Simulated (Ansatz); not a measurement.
# The vertical ionisation energy down a group: B to In

One atom is swapped for its congeners: BH2(CN); AlH2(CN); InH2(CN). The Ga member is missing. All are singlets with charge 0.

Shapes, held fixed at every level: PBE0-D4/def2-TZVP. Programs: Ansatz 0.2.0. Values in eV.

```csv
level,BH2(CN),AlH2(CN),InH2(CN)
PBE-D4/def2-TZVPP,12.09,11.15,10.80
r2SCAN-D4/def2-TZVPP,12.15,11.29,10.94
PBE0-D4/def2-TZVPP,12.31,11.52,11.14
wB97M-V/def2-TZVPP,12.44,11.86,11.52
wB97X-V/def2-TZVPP,12.48,11.96,11.60
B2PLYP/def2-TZVPP,12.59,11.79,11.38
```

At B2PLYP/def2-TZVPP the vertical ionisation energy falls at every step, from 12.59 to 11.38 eV. Every level shows the same order. For atoms past krypton def2 sets carry core potentials with scalar relativity. Correlated rows may include outer-core shells of In, which these sets cover unevenly.

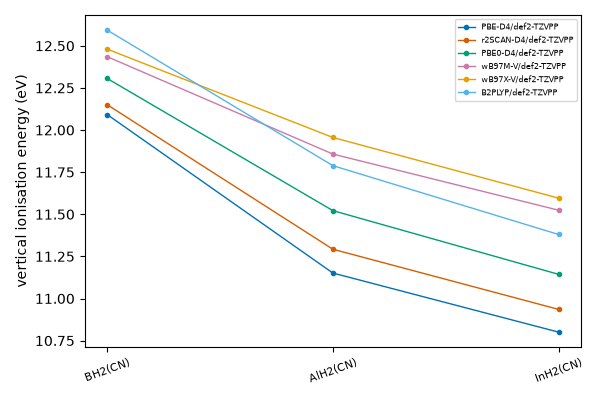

The trend along the series, level by level.
